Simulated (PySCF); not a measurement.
**[Eu(NH3)6]3+: forces at shaken geometries**

Aim: move all atoms of relaxed [Eu(NH3)6]3+ at random and read energies and forces. The species was built from a template and needn't be a known compound.

Program: PySCF 2.14.0. Level of theory: PBE, Eu lcecp-1-SVP with ECP52, N def2-SVP, H def2-SVP; scalar-relativistic core potentials, no spin–orbit coupling. These are calculated values, not measurements.

3 further runs of the same task are left out: 2 for a known fault of the program, 1 that didn't finish.

### 1 Where the work starts

25 atoms, charge 3, spin multiplicity 1.

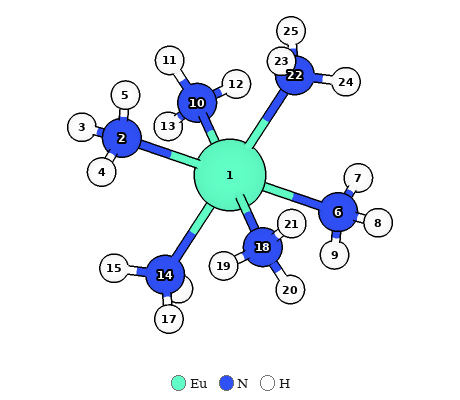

The structure; europium green, nitrogen blue, hydrogen white; atoms are numbered from 1 in the order of the file.

Coordinates:

```
Eu    0.00000    0.00000    0.00000
N     0.02161    0.02854    2.59275
H     0.83632    0.50301    3.02820
H    -0.78478    0.50170    3.04470
H     0.02710   -0.90126    3.05527
N    -0.02161   -0.02854   -2.59275
H     0.78478   -0.50170   -3.04470
H    -0.83632   -0.50301   -3.02820
H    -0.02710    0.90126   -3.05527
N     2.59269   -0.00171    0.00451
H     3.03920   -0.47320    0.81505
H     3.04748   -0.46440   -0.80630
H     3.04090    0.93508    0.01084
N     0.00044    2.59241    0.02633
H     0.39473    3.02997    0.88165
H     0.53611    3.05520   -0.73357
H    -0.93329    3.04090   -0.04808
N    -2.59269    0.00171   -0.00451
H    -3.04748    0.46440    0.80630
H    -3.03920    0.47320   -0.81505
H    -3.04090   -0.93508   -0.01084
N    -0.00044   -2.59241   -0.02633
H    -0.53611   -3.05520    0.73357
H    -0.39473   -3.02997   -0.88165
H     0.93329   -3.04090    0.04808
```

Formal oxidation states: Eu +3. Each metal's 6 4f electrons lie in its core potential, so multiplicities, spins and levels count the valence alone. An earlier session relaxed this geometry at PBE, Eu lcecp-1-SVP with ECP52, N def2-SVP, H def2-SVP (singlet, point group Ci).

Its energy there is -373.241501 Eh.

### 2 Atoms moved at random, σ = 0.03 Å

run.py (the lines that set the calculation) reads:

```python
mol = gto.M(atom='''
Eu    -0.03212     0.03752    -0.04167
N      0.02360     0.00686     2.62385
H      0.83533     0.53581     3.02553
H     -0.80673     0.48354     3.05396
H      0.03827    -0.91995     3.01999
N     -0.03650    -0.06530    -2.59673
H      0.75067    -0.50033    -3.11325
H     -0.82504    -0.50613    -3.01429
H     -0.01243     0.89206    -3.02273
N      2.58954     0.02547     0.03789
H      3.03810    -0.49290     0.84810
H      3.05463    -0.41705    -0.78125
H      3.03137     0.95556    -0.01640
N      0.05621     2.55032     0.02541
H      0.39497     3.07871     0.86223
H      0.58618     3.05288    -0.74675
H     -0.92790     3.04464    -0.04110
N     -2.56790    -0.03552     0.00199
H     -3.09632     0.50627     0.81046
H     -3.07182     0.41787    -0.75347
H     -3.01783    -0.97589    -0.01777
N     -0.02577    -2.58905    -0.04405
H     -0.56542    -3.06827     0.70104
H     -0.36689    -3.00318    -0.88626
H      0.95380    -3.01393     0.06525''',
    basis={'Eu': 'lcecp-1-SVP', 'N': 'def2-SVP', 'H': 'def2-SVP'},
    ecp={'Eu': 'lcecp-1-SVP'},
    charge=3, spin=0)
mf = dft.RKS(mol, xc='PBE')
mf.grids.atom_grid = (50, 194)  # f atoms: unpruned, at least (60, 302)
mf = mf.density_fit()  # fitting sets: Eu AutoAux, N def2-universal-JKFIT, H def2-universal-JKFIT
mf.conv_tol = 1e-08; mf.max_cycle = 55
mf.kernel(dm0)  # dm0: the density of the relaxed state
```

On the command line:

```sh
$ OMP_NUM_THREADS=4 python run.py
```

What it wrote:

```text
init E= -373.143679459131
  HOMO = -0.723536496942562  LUMO = -0.51406121429354  gap/eV = 5.70011
cycle= 1 E= -373.222145227707  delta_E= -0.0785  |g|= 0.0898  |ddm|= 0.281
  HOMO = -0.703048715568824  LUMO = -0.494900217948776  gap/eV = 5.66401
cycle= 2 E= -373.219491770595  delta_E= 0.00265  |g|= 0.145  |ddm|= 0.208
  HOMO = -0.70712651892999  LUMO = -0.496886228529773  gap/eV = 5.72093
cycle= 3 E= -373.224134819803  delta_E= -0.00464  |g|= 0.0194  |ddm|= 0.122
  HOMO = -0.707499161496012  LUMO = -0.497537730038117  gap/eV = 5.71334
cycle= 4 E= -373.224221724043  delta_E= -8.69e-05  |g|= 0.00303  |ddm|= 0.0197
  HOMO = -0.707550283967653  LUMO = -0.497512349644688  gap/eV = 5.71542
cycle= 5 E= -373.224223406219  delta_E= -1.68e-06  |g|= 0.00153  |ddm|= 0.00347
  HOMO = -0.707527896299198  LUMO = -0.497520941672962  gap/eV = 5.71458
cycle= 6 E= -373.224223905832  delta_E= -5e-07  |g|= 0.00028  |ddm|= 0.00133
  HOMO = -0.707541624509031  LUMO = -0.497530711644542  gap/eV = 5.71469
cycle= 7 E= -373.224223924241  delta_E= -1.84e-08  |g|= 2.89e-05  |ddm|= 0.000292
  HOMO = -0.707544329647999  LUMO = -0.497530206539291  gap/eV = 5.71478
cycle= 8 E= -373.22422392441  delta_E= -1.7e-10  |g|= 1.54e-05  |ddm|= 4.29e-05
  HOMO = -0.707540339272973  LUMO = -0.497530660368425  gap/eV = 5.71465
Extra cycle  E= -373.22422392429  delta_E= 1.2e-10  |g|= 2.8e-05  |ddm|= 3.43e-05
converged SCF energy = -373.22422392429
```

Wall time 39 s (4 threads of AMD EPYC 7R43 (Zen 3), shared host).

It gives: E = -373.224224 Eh (+0.470 eV from the relaxed state), HOMO -19.25 eV, LUMO -13.54 eV, Mulliken charge on Eu1 +1.08 e, largest force component 2.120 eV/Å. 

```tsv
atom	Fx	Fy	Fz (eV/Å)
Eu1	0.399	-0.497	0.499
N2	-0.202	1.797	-0.846
H3	-0.351	-0.485	-0.024
H4	0.408	-0.361	-0.078
H5	0.126	-0.957	0.709
N6	1.696	1.312	0.403
H7	0.161	-0.218	0.166
H8	-1.624	-0.732	-0.823
H9	-0.264	-0.296	0.099
N10	0.140	-0.780	0.018
H11	-0.259	0.731	-0.596
H12	-0.154	-0.219	0.036
H13	0.162	0.256	0.503
N14	-1.491	2.120	-0.410
H15	0.223	-0.383	-0.023
H16	-0.418	-0.436	0.523
H17	1.636	-0.978	-0.136
N18	-1.161	0.871	1.989
H19	1.127	-1.398	-1.140
H20	-0.247	0.442	-1.194
H21	0.063	0.105	0.328
N22	1.766	0.448	1.592
H23	0.001	0.000	0.009
H24	-0.557	-0.775	-1.452
H25	-1.179	0.434	-0.151
```

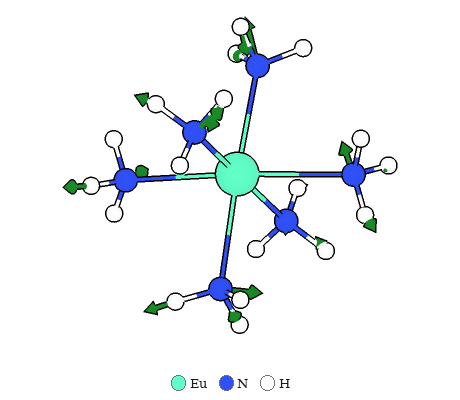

Forces as arrows, the longest for the largest force.

### 3 Atoms moved at random, σ = 0.03 Å

run.py (the lines that set the calculation) reads:

```python
mol = gto.M(atom='''
Eu     0.02077    -0.00333     0.02844
N      0.03606     0.01484     2.55130
H      0.78662     0.50829     2.97799
H     -0.76143     0.56474     3.02337
H      0.01690    -0.87335     3.01897
N      0.00253    -0.00111    -2.56623
H      0.79984    -0.50186    -3.04657
H     -0.82301    -0.46381    -2.98333
H     -0.02453     0.90809    -3.01796
N      2.57085    -0.02779    -0.02261
H      3.06695    -0.45135     0.81886
H      3.03119    -0.49397    -0.76777
H      3.03645     0.96785     0.00912
N     -0.01840     2.60615     0.02140
H      0.37956     3.01541     0.86206
H      0.52459     3.06562    -0.79709
H     -0.86610     3.02500    -0.02779
N     -2.57068    -0.09130    -0.00786
H     -3.05119     0.52478     0.79501
H     -3.03044     0.46157    -0.85938
H     -3.06597    -0.99199     0.02147
N      0.00208    -2.60167    -0.01977
H     -0.56595    -3.05818     0.73069
H     -0.41599    -3.07327    -0.83148
H      0.91930    -3.02936     0.08915''',
    basis={'Eu': 'lcecp-1-SVP', 'N': 'def2-SVP', 'H': 'def2-SVP'},
    ecp={'Eu': 'lcecp-1-SVP'},
    charge=3, spin=0)
mf = dft.RKS(mol, xc='PBE')
mf.grids.atom_grid = (50, 194)  # f atoms: unpruned, at least (60, 302)
mf = mf.density_fit()  # fitting sets: Eu AutoAux, N def2-universal-JKFIT, H def2-universal-JKFIT
mf.conv_tol = 1e-08; mf.max_cycle = 55
mf.kernel(dm0)  # dm0: the density of the relaxed state
```

On the command line:

```sh
$ OMP_NUM_THREADS=4 python run.py
```

What it wrote:

```text
init E= -373.17717070126
  HOMO = -0.718464414687798  LUMO = -0.506670760571636  gap/eV = 5.76320
cycle= 1 E= -373.207640262923  delta_E= -0.0305  |g|= 0.121  |ddm|= 0.29
  HOMO = -0.69383806585788  LUMO = -0.496101867511813  gap/eV = 5.38068
cycle= 2 E= -373.201295507855  delta_E= 0.00634  |g|= 0.211  |ddm|= 0.283
  HOMO = -0.716973566731725  LUMO = -0.496793526772582  gap/eV = 5.99140
cycle= 3 E= -373.211296422267  delta_E= -0.01  |g|= 0.0226  |ddm|= 0.172
  HOMO = -0.716690701098798  LUMO = -0.497228949866712  gap/eV = 5.97186
cycle= 4 E= -373.211412260774  delta_E= -0.000116  |g|= 0.00507  |ddm|= 0.0225
  HOMO = -0.716923365422133  LUMO = -0.497211197945298  gap/eV = 5.97867
cycle= 5 E= -373.211417347825  delta_E= -5.09e-06  |g|= 0.00187  |ddm|= 0.00515
  HOMO = -0.716822956347191  LUMO = -0.497208941672581  gap/eV = 5.97600
cycle= 6 E= -373.21141811487  delta_E= -7.67e-07  |g|= 0.000291  |ddm|= 0.00166
  HOMO = -0.716821005789538  LUMO = -0.497215525713226  gap/eV = 5.97577
cycle= 7 E= -373.211418135121  delta_E= -2.03e-08  |g|= 6.64e-05  |ddm|= 0.000349
  HOMO = -0.716827577713395  LUMO = -0.497215731682048  gap/eV = 5.97594
cycle= 8 E= -373.211418135884  delta_E= -7.63e-10  |g|= 3.46e-05  |ddm|= 7.97e-05
  HOMO = -0.716821913424529  LUMO = -0.497215237734002  gap/eV = 5.97580
Extra cycle  E= -373.211418135325  delta_E= 5.59e-10  |g|= 6.16e-05  |ddm|= 7.35e-05
converged SCF energy = -373.211418135325
```

Run time: 36 s. Hardware: 4 threads of AMD EPYC 7R43 (Zen 3), shared host.

It gives: E = -373.211418 Eh (+0.819 eV from the relaxed state), HOMO -19.51 eV, LUMO -13.53 eV, Mulliken charge on Eu1 +1.08 e, largest force component 4.554 eV/Å. 

```tsv
atom	Fx	Fy	Fz (eV/Å)
Eu1	-0.248	-0.122	-0.421
N2	-2.440	1.528	-0.475
H3	1.873	0.711	0.762
H4	0.623	-0.926	-0.678
H5	-0.033	-1.285	0.758
N6	0.482	-1.131	0.122
H7	-0.490	0.429	0.306
H8	-0.148	-0.156	-0.024
H9	0.145	0.855	-0.429
N10	0.578	2.343	2.720
H11	-0.560	0.198	-0.609
H12	0.965	-0.799	-1.731
H13	-0.810	-1.736	-0.359
N14	4.554	-1.892	-1.565
H15	0.571	0.439	0.621
H16	-0.699	-0.610	1.330
H17	-4.418	2.051	-0.361
N18	-1.586	3.435	-0.033
H19	1.009	-1.674	-1.485
H20	0.934	-1.492	1.517
H21	-0.330	-0.202	0.004
N22	-1.052	0.339	0.587
H23	0.288	0.229	0.051
H24	0.102	-0.077	-0.598
H25	0.690	-0.455	-0.009
```

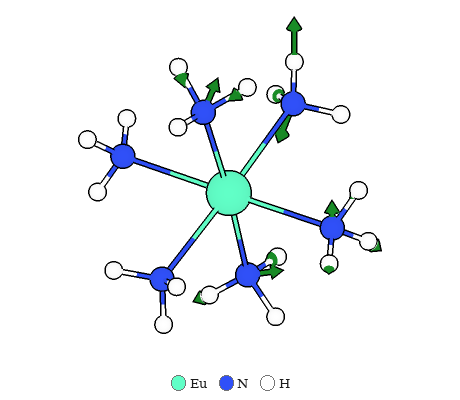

Forces as arrows, the longest for the largest force.

### 4 Atoms moved at random, σ = 0.06 Å

run.py (the lines that set the calculation) reads:

```python
mol = gto.M(atom='''
Eu    -0.07558    -0.06517    -0.08298
N      0.02360     0.14301     2.58303
H      0.86276     0.54681     2.95865
H     -0.82817     0.62385     3.08001
H     -0.00676    -0.87522     3.08373
N      0.07040     0.04426    -2.66205
H      0.79341    -0.41374    -2.96758
H     -0.81228    -0.62086    -3.05741
H      0.01860     0.89887    -3.06764
N      2.60177    -0.06224    -0.00882
H      2.89137    -0.44891     0.70372
H      3.09252    -0.50735    -0.73172
H      2.98411     0.97169    -0.03746
N      0.04496     2.60620     0.07278
H      0.46397     3.04768     0.85065
H      0.41847     3.06957    -0.70861
H     -0.87129     2.88011    -0.02344
N     -2.58636    -0.00371     0.06968
H     -2.96676     0.40397     0.88638
H     -2.98256     0.37639    -0.79510
H     -3.14152    -0.91232    -0.01124
N      0.04910    -2.66199     0.02217
H     -0.52508    -3.02991     0.78315
H     -0.44119    -3.04132    -0.93489
H      0.92250    -2.96965    -0.00501''',
    basis={'Eu': 'lcecp-1-SVP', 'N': 'def2-SVP', 'H': 'def2-SVP'},
    ecp={'Eu': 'lcecp-1-SVP'},
    charge=3, spin=0)
mf = dft.RKS(mol, xc='PBE')
mf.grids.atom_grid = (50, 194)  # f atoms: unpruned, at least (60, 302)
mf = mf.density_fit()  # fitting sets: Eu AutoAux, N def2-universal-JKFIT, H def2-universal-JKFIT
mf.conv_tol = 1e-08; mf.max_cycle = 55
mf.kernel(dm0)  # dm0: the density of the relaxed state
```

On the command line:

```sh
$ OMP_NUM_THREADS=4 python run.py
```

What it wrote:

```text
init E= -373.227879510053
  HOMO = -0.691020477904674  LUMO = -0.501973725229605  gap/eV = 5.14422
cycle= 1 E= -373.103024870474  delta_E= 0.125  |g|= 0.189  |ddm|= 0.65
  HOMO = -0.692101500817463  LUMO = -0.504121792973313  gap/eV = 5.11519
cycle= 2 E= -373.09829582517  delta_E= 0.00473  |g|= 0.245  |ddm|= 0.418
  HOMO = -0.708902300158926  LUMO = -0.505691520205121  gap/eV = 5.52965
cycle= 3 E= -373.111459686197  delta_E= -0.0132  |g|= 0.0658  |ddm|= 0.243
  HOMO = -0.70885478567411  LUMO = -0.506122373000559  gap/eV = 5.51663
cycle= 4 E= -373.112394323398  delta_E= -0.000935  |g|= 0.00914  |ddm|= 0.0575
  HOMO = -0.709601067255877  LUMO = -0.506237930970945  gap/eV = 5.53379
cycle= 5 E= -373.112411168934  delta_E= -1.68e-05  |g|= 0.00371  |ddm|= 0.0102
  HOMO = -0.709375074383818  LUMO = -0.506250188478842  gap/eV = 5.52731
cycle= 6 E= -373.112414097417  delta_E= -2.93e-06  |g|= 0.000674  |ddm|= 0.00336
  HOMO = -0.709368734200485  LUMO = -0.506207707186388  gap/eV = 5.52829
cycle= 7 E= -373.112414207644  delta_E= -1.1e-07  |g|= 0.000125  |ddm|= 0.000797
  HOMO = -0.709377292958695  LUMO = -0.506214218588475  gap/eV = 5.52835
cycle= 8 E= -373.1124142103  delta_E= -2.66e-09  |g|= 6.72e-05  |ddm|= 0.00015
  HOMO = -0.709370599078494  LUMO = -0.506215121685657  gap/eV = 5.52814
Extra cycle  E= -373.112414207898  delta_E= 2.4e-09  |g|= 0.000124  |ddm|= 0.000153
converged SCF energy = -373.112414207898
```

Run time: 44 s. Hardware: 4 threads of AMD EPYC 7R43 (Zen 3), shared host.

It gives: E = -373.112414 Eh (+3.513 eV from the relaxed state), HOMO -19.30 eV, LUMO -13.77 eV, Mulliken charge on Eu1 +1.02 e, largest force component 10.688 eV/Å. 

```tsv
atom	Fx	Fy	Fz (eV/Å)
Eu1	0.866	0.361	0.607
N2	-2.916	-2.722	0.887
H3	0.991	0.749	0.737
H4	1.777	-0.635	-0.791
H5	0.161	2.524	-1.172
N6	-8.562	-2.883	4.318
H7	6.284	-3.576	-2.837
H8	2.583	2.394	0.795
H9	-0.376	4.000	-2.357
N10	-5.261	8.467	-8.767
H11	4.375	-5.216	10.688
H12	1.219	-1.074	-2.156
H13	-0.583	-2.190	0.279
N14	1.449	-3.639	-0.297
H15	0.586	1.020	1.817
H16	1.509	1.069	-2.033
H17	-3.696	1.317	0.417
N18	0.398	-2.941	-2.040
H19	-1.150	1.342	1.427
H20	-0.385	1.230	-0.064
H21	0.758	0.410	0.597
N22	-7.192	2.656	-3.312
H23	0.184	-0.686	0.358
H24	1.342	0.635	2.652
H25	5.636	-2.610	0.247
```

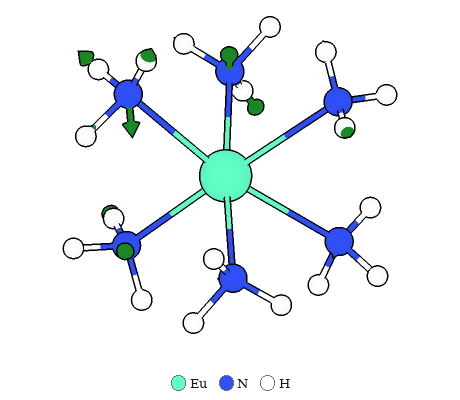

Forces as arrows, the longest for the largest force.

### 5 The displacements side by side

| σ (Å) | energy rise (eV) | harmonic estimate −½ F·u (eV) | largest force component (eV/Å) |
| --- | --- | --- | --- |
| 0.03 | 0.470 | 0.463 | 2.12 |
| 0.03 | 0.819 | 0.830 | 4.55 |
| 0.06 | 3.513 | 3.685 | 10.69 |

Every displacement raises the energy. For a harmonic well the rise equals −½ F·u; the two differ by at most 5 % here (a move with σ = 0.06 Å), from anharmonicity, the grid and the small forces left at the relaxed point. These are double-zeta-type bases without diffuse functions. Spin–orbit coupling is left out.
